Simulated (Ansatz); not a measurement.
Run report: CH$_{5}$FOSi, molecular dynamics (part 4 of 4)

The same run, continued: CH$_{5}$FOSi; RKS BHLYP-D4/6-31G (Ansatz 0.2.0). It belongs to a series of runs on one base structure; here: dynamics from the start.

Geometry of the input (Å):
```
Si -0.1327  -0.0852  0.0773
C  0.0327  -0.0276  1.9322
H  -0.9315  -0.2025  2.3999
H  0.7338  -0.7752  2.2896
H  0.3846  0.9516  2.2410
F  1.3679  0.2027  -0.6292
O  -1.1806  1.1592  -0.3645
H  -1.4261  1.4851  -1.2270
H  -0.5767  -1.3886  -0.4845
```

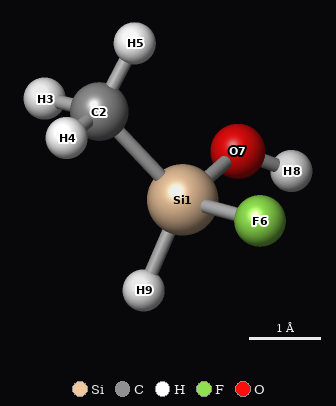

The geometry at step 341 of the log (ball-and-stick view, seen at a tilt; atoms are numbered from 1 in the order of the input).

Trajectory as extended XYZ, continued
```
9
Properties=species:S:1:pos:R:3:forces:R:3 step=182 time_fs=45.5 energy=-13756.97195 temperature=175.3
Si   -0.1226   -0.0749    0.0865   -0.1329  -0.8094   0.0915
C    -0.0009   -0.0277    1.9373    1.2669   0.7030   0.2706
H    -0.9566   -0.2759    2.3748    0.0735  -0.2399   0.2489
H     0.8151   -0.6987    2.2167   -0.5660  -0.3733   0.2499
H     0.3468    0.9402    2.3505   -0.5918  -0.3732  -0.5893
F     1.3451    0.1995   -0.6504    0.6024   0.1849  -0.1296
O    -1.1552    1.1488   -0.3614   -0.5599   0.5028  -0.5177
H    -1.3828    1.4836   -1.2288   -0.0047  -0.0306   0.1795
H    -0.4944   -1.4366   -0.4609   -0.0874   0.4359   0.1962
9
Properties=species:S:1:pos:R:3:forces:R:3 step=205 time_fs=51.2 energy=-13756.98911 temperature=194.2
Si   -0.1276   -0.0828    0.0806    0.0842  -0.7108   0.1009
C     0.0073   -0.0281    1.9586    0.3993   0.2126  -0.6335
H    -0.9535   -0.2597    2.4024    0.1734  -0.1977   0.1867
H     0.8137   -0.6759    2.2693   -0.2480  -0.6218   0.2338
H     0.3356    0.9420    2.3040   -0.3005   0.4197  -0.1672
F     1.3520    0.2001   -0.6509    0.3923   0.2206   0.0190
O    -1.1621    1.1591   -0.3631   -0.3909   0.2850  -0.5458
H    -1.3838    1.4895   -1.2400    0.0776  -0.1404   0.4169
H    -0.4619   -1.4332   -0.5398   -0.1874   0.5326   0.3893
9
Properties=species:S:1:pos:R:3:forces:R:3 step=227 time_fs=56.8 energy=-13756.94108 temperature=141.2
Si   -0.1313   -0.0956    0.0770    0.3994   1.2074   0.6414
C     0.0264   -0.0243    1.9663   -0.4576  -0.5846  -0.1364
H    -0.9079   -0.2900    2.4703   -0.1123   0.3015  -0.4237
H     0.7213   -0.7801    2.3684    0.1987   0.8716  -0.3672
H     0.2484    1.0162    2.2152    0.3429  -0.4701   0.2430
F     1.3645    0.2039   -0.6509   -0.0447   0.0844   0.2017
O    -1.1738    1.1714   -0.3683    0.3075  -0.5163   0.7183
H    -1.3895    1.4948   -1.2297   -0.1213   0.1988  -0.5179
H    -0.4968   -1.3338   -0.5340   -0.5125  -1.0928  -0.3592
9
Properties=species:S:1:pos:R:3:forces:R:3 step=250 time_fs=62.5 energy=-13756.95310 temperature=154.5
Si   -0.1322   -0.1008    0.0777   -0.3288  -0.3544  -0.5001
C     0.0337   -0.0317    1.9661   -0.8576   0.8538  -0.7785
H    -0.9099   -0.2543    2.4409   -0.4421   0.0248  -0.1187
H     0.7227   -0.7170    2.3987    0.9004  -0.2002   0.0361
H     0.2491    1.0199    2.1902    0.2814  -0.4816   0.1851
F     1.3768    0.2091   -0.6478   -0.4739  -0.1620   0.2818
O    -1.1828    1.1782   -0.3685    0.4215  -0.4587   0.2950
H    -1.3966    1.5063   -1.2420    0.0568  -0.0782   0.0809
H    -0.6399   -1.4209   -0.5697    0.4422   0.8565   0.5184
9
Properties=species:S:1:pos:R:3:forces:R:3 step=273 time_fs=68.2 energy=-13756.91611 temperature=113.6
Si   -0.1354   -0.1066    0.0747    0.3010   1.1623   0.1420
C     0.0251   -0.0325    1.9517    0.5242  -0.1264  -0.1469
H    -0.9796   -0.2057    2.3626    0.7451  -0.2772   0.2210
H     0.8637   -0.6258    2.3788   -1.2114  -0.2539  -0.4041
H     0.3312    0.9606    2.2284   -0.2586   0.6920  -0.0875
F     1.3816    0.2117   -0.6402   -0.6080  -0.3126   0.2234
O    -1.1836    1.1758   -0.3623    0.2696  -0.2003  -0.2416
H    -1.3917    1.5027   -1.2470    0.1260  -0.2000   0.4926
H    -0.6828   -1.3397   -0.4913    0.1121  -0.4839  -0.1989
9
Properties=species:S:1:pos:R:3:forces:R:3 step=295 time_fs=73.8 energy=-13757.01336 temperature=221.0
Si   -0.1361   -0.1015    0.0727    0.1410   0.7494   0.2328
C     0.0260   -0.0235    1.9294    0.4121   1.4725  -0.4541
H    -0.9278   -0.2364    2.3640   -0.3771  -0.1999   0.4342
H     0.7935   -0.6598    2.2970    0.3673  -0.8120   0.3232
H     0.3353    0.9972    2.2315   -0.4175  -0.5555  -0.3065
F     1.3770    0.2095   -0.6295   -0.4000  -0.2780   0.0622
O    -1.1776    1.1670   -0.3538    0.2809  -0.2988   0.3908
H    -1.3802    1.4860   -1.2213   -0.1799   0.2370  -0.4606
H    -0.6804   -1.3630   -0.4543    0.1730  -0.3149  -0.2220
9
Properties=species:S:1:pos:R:3:forces:R:3 step=318 time_fs=79.5 energy=-13756.90002 temperature=96.0
Si   -0.1355   -0.0895    0.0727   -0.3910  -1.1705  -0.2562
C     0.0342   -0.0001    1.9017   -0.7693  -2.4935   0.8356
H    -0.8895   -0.2997    2.4364    0.1950   0.5090  -0.6573
H     0.7182   -0.8107    2.2430    0.1354   1.2231  -0.1782
H     0.2682    0.9910    2.1888    0.6822   0.6747   0.5215
F     1.3661    0.2029   -0.6174    0.0841  -0.0601  -0.1514
O    -1.1685    1.1557   -0.3454   -0.2520   0.3134  -0.3609
H    -1.3900    1.4907   -1.2105   -0.0901   0.0828  -0.0157
H    -0.6225   -1.4580   -0.4726    0.4056   0.9211   0.2627
9
Properties=species:S:1:pos:R:3:forces:R:3 step=341 time_fs=85.2 energy=-13756.95818 temperature=160.2
Si   -0.1377   -0.0863    0.0712    0.4444   0.6523   0.4264
C     0.0300   -0.0094    1.8905    0.3894   0.9736   0.5193
H    -0.8829   -0.2539    2.3890   -0.6347  -0.0740   0.2352
H     0.7567   -0.7379    2.1881    0.5373  -0.1935   0.3829
H     0.3344    1.0067    2.2281   -0.1360  -0.9171  -0.3308
F     1.3567    0.1954   -0.6078    0.5690   0.1975  -0.2979
O    -1.1643    1.1504   -0.3441   -0.7264   0.6788  -0.9003
H    -1.4245    1.5166   -1.1962    0.1306  -0.1998   0.4833
H    -0.4749   -1.3687   -0.4494   -0.5737  -1.1180  -0.5182
9
Properties=species:S:1:pos:R:3:forces:R:3 step=364 time_fs=91.0 energy=-13756.88619 temperature=80.6
Si   -0.1369   -0.0814    0.0720   -0.0631  -1.0560  -0.5236
C     0.0300   -0.0160    1.8955    0.3231  -0.6758   0.4839
H    -0.9511   -0.2039    2.3544    0.7843  -0.2058   0.1550
H     0.8639   -0.6612    2.2117   -0.9554  -0.4674   0.0588
H     0.4029    0.9225    2.2271   -0.2197   1.1860   0.0226
F     1.3562    0.1910   -0.6030    0.7096   0.3106  -0.3335
O    -1.1708    1.1537   -0.3520   -0.2765   0.0431   0.1521
H    -1.4618    1.5398   -1.1644   -0.0827   0.0912  -0.3545
H    -0.4552   -1.4620   -0.5197   -0.2196   0.7741   0.3393
9
Properties=species:S:1:pos:R:3:forces:R:3 step=386 time_fs=96.5 energy=-13757.04317 temperature=253.8
Si   -0.1363   -0.0848    0.0688   -0.2763  -0.3131  -0.2942
C     0.0419   -0.0228    1.9113    0.5697   0.9471   0.1557
H    -0.8974   -0.2158    2.3918   -0.3765  -0.0592   0.2647
H     0.7833   -0.7249    2.2746    0.0036  -0.0656  -0.0231
H     0.3755    1.0003    2.1904   -0.2925  -0.7719  -0.1431
F     1.3664    0.1914   -0.6034    0.4170   0.2043  -0.2182
O    -1.1838    1.1602   -0.3611    0.0883  -0.2273   0.4001
H    -1.4934    1.5532   -1.1652    0.0094   0.0002  -0.2849
H    -0.5148   -1.4122   -0.5258   -0.1428   0.2854   0.1431
9
Properties=species:S:1:pos:R:3:forces:R:3 step=409 time_fs=102.2 energy=-13756.93577 temperature=135.3
Si   -0.1379   -0.0903    0.0631   -0.1341   0.8980   0.4360
C     0.0586   -0.0207    1.9325   -1.3594  -0.7909  -0.2176
H    -0.8780   -0.2328    2.4631   -0.0859   0.2860  -0.5152
H     0.7010   -0.7972    2.3261    0.7635   0.4543  -0.1321
H     0.3065    0.9977    2.1507    0.6750   0.2531   0.5155
F     1.3834    0.1949   -0.6073   -0.1569  -0.0504  -0.0356
O    -1.1972    1.1648   -0.3666    0.0994   0.0725  -0.1727
H    -1.5031    1.5410   -1.1992    0.3064  -0.3396   0.4575
H    -0.6339   -1.3204   -0.5108   -0.1081  -0.7831  -0.3357
9
Properties=species:S:1:pos:R:3:forces:R:3 step=432 time_fs=108.0 energy=-13756.96936 temperature=172.4
Si   -0.1420   -0.0886    0.0608   -0.3564  -0.3962  -0.0426
C     0.0511   -0.0281    1.9484    0.4471  -0.0176  -0.1494
H    -0.9143   -0.1870    2.4252    0.1466  -0.1264  -0.0225
H     0.8011   -0.7479    2.3359   -0.6623   0.4270  -0.3741
H     0.3881    0.9776    2.2241   -0.0802  -0.2782  -0.1221
F     1.3979    0.1977   -0.6119   -0.6644  -0.2308   0.1090
O    -1.2054    1.1667   -0.3674    0.4131  -0.1564   0.2825
H    -1.4712    1.4871   -1.2240   -0.0128   0.0116  -0.1086
H    -0.7518   -1.3816   -0.5566    0.7693   0.7669   0.4278
9
Properties=species:S:1:pos:R:3:forces:R:3 step=455 time_fs=113.8 energy=-13756.89993 temperature=95.7
Si   -0.1483   -0.0883    0.0599    1.0011   1.2529   0.9978
C     0.0459   -0.0313    1.9533    0.2116   1.1078  -1.1774
H    -0.9283   -0.1734    2.3868   -0.0108  -0.2662   0.4667
H     0.8141   -0.6807    2.2871    0.1395  -1.3396   0.3333
H     0.4625    0.9224    2.2794   -0.5701   0.3122  -0.3614
F     1.4017    0.1969   -0.6148   -0.8438  -0.2315   0.1844
O    -1.2065    1.1663   -0.3651    0.3481  -0.1562   0.2895
H    -1.4340    1.4272   -1.2483   -0.2097   0.2366  -0.3693
H    -0.6785   -1.2982   -0.5145   -0.0659  -0.9160  -0.3636
9
Properties=species:S:1:pos:R:3:forces:R:3 step=477 time_fs=119.2 energy=-13757.01318 temperature=220.8
Si   -0.1459   -0.0788    0.0672    0.6179  -0.2922   0.2542
C     0.0498   -0.0211    1.9373   -0.0375  -1.4784   0.2530
H    -0.9088   -0.2217    2.4446    0.4170   0.2112  -0.3436
H     0.7531   -0.8368    2.2682   -0.6133   1.0991  -0.3394
H     0.4075    0.9484    2.2492    0.1715   0.0720   0.0780
F     1.3927    0.1927   -0.6147   -0.5756  -0.0167   0.1516
O    -1.2031    1.1654   -0.3637   -0.0578   0.1417  -0.8011
H    -1.4272    1.4016   -1.2756    0.0101   0.0097   0.5845
H    -0.5861   -1.3858   -0.5328    0.0675   0.2537   0.1627
9
Properties=species:S:1:pos:R:3:forces:R:3 step=500 time_fs=125.0 energy=-13756.91954 temperature=117.5
Si   -0.1367   -0.0705    0.0782   -0.0902  -0.8942  -0.4025
C     0.0506   -0.0304    1.9193   -0.8691   1.2375  -0.3672
H    -0.8559   -0.2255    2.4478   -0.9896   0.1545   0.0135
H     0.6481   -0.8363    2.2137    1.6473  -0.7077   0.5306
H     0.3792    0.9715    2.2232    0.3243  -0.6694   0.0537
F     1.3744    0.1882   -0.6124    0.0784   0.2445  -0.0278
O    -1.1980    1.1642   -0.3693    0.0832  -0.1471  -0.1044
H    -1.4504    1.4129   -1.2564   -0.0693   0.1030  -0.0109
H    -0.4873   -1.4354   -0.5204   -0.1150   0.6789   0.3149
```

Key numbers

```tsv
quantity	value
outcome	finished
mean temperature over the second half	150 K
trajectory	500 steps, 125 fs
ensemble	nve
temperature in the input	300.0 K
time step	0.25 fs
potential energy (last step)	−13756.9197 eV
mean-field energy (last step)	−13756.7476 eV
largest force (length of the vector) (last step)	1.870 eV/Å
hardware	1 thread of Arm Neoverse V1, 24 GiB of memory available, shared host
wall time	17 min
peak memory	0.11 GiB
```

So short a trajectory is not equilibrated.
